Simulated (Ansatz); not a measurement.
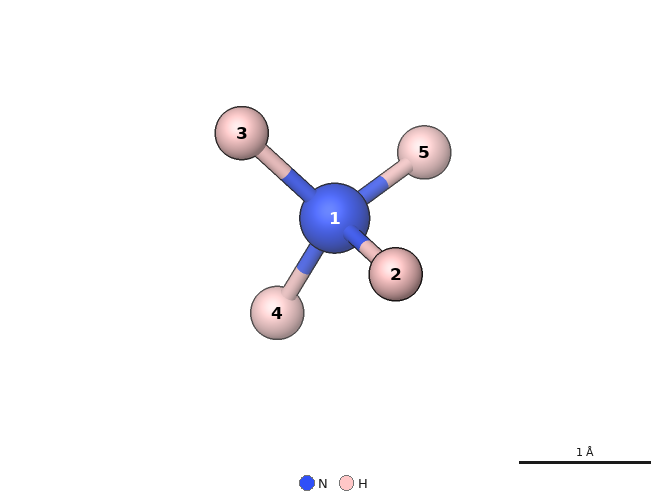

Orthographic view. Atoms fade into the background with distance from the viewer. Charge +1, singlet. Computed geometry: PBE0-D4/def2-TZVP optimisation. No frequency run is at hand to confirm it as a minimum.

Write a Z-matrix (Å, degrees) in the order of the atom numbers, with these reference atoms: 2 to 1; 3 to 1, 2; 4 to 1, 3, 2; 5 to 1, 3, 4.

```
N  
H    1   1.024
H    1   1.024   2   109.5
H    1   1.024   3   109.5   2   120.0
H    1   1.024   3   109.5   4   120.0
```
